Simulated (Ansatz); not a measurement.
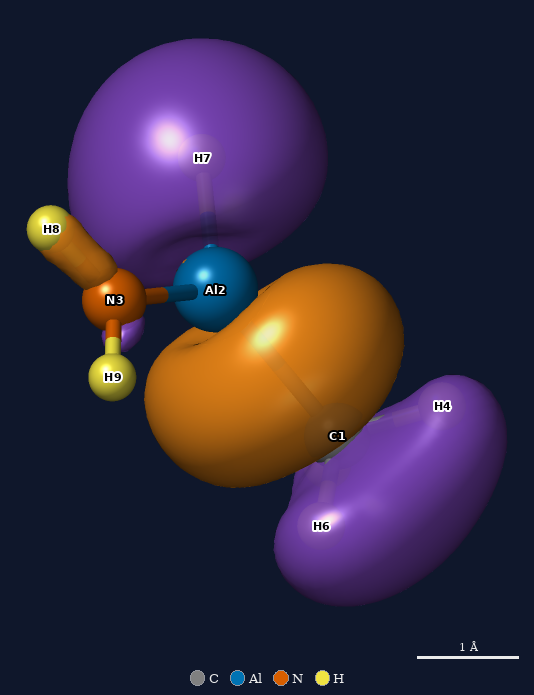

Figure. CH$_{6}$AlN (SMILES [CH3][AlH][NH2]). The HOMO−1 at ±0.08 Å⁻³ᐟ² (orange and purple are the two phases), seen at an oblique angle.

Level of theory: Ansatz, RHF/def2-SVPD.

```xyz
9

C    -0.7741    0.8983   -0.8968
Al    0.5974   -0.3482   -0.2412
N     0.5598   -0.9282    1.4420
H    -1.4445    0.4044   -1.6085
H    -0.3279    1.7435   -1.4304
H    -1.3961    1.3046   -0.0947
H     1.7718   -0.8869   -1.1564
H     1.2202   -1.5656    1.8388
H    -0.1180   -0.6681    2.1301
```

**What is the character of this orbital?**

Its weight (Hirshfeld) is mainly on C1 (about 40 %), Al2 (about 25 %) and H7 (about 25 %). Its energy is −11.04 eV.
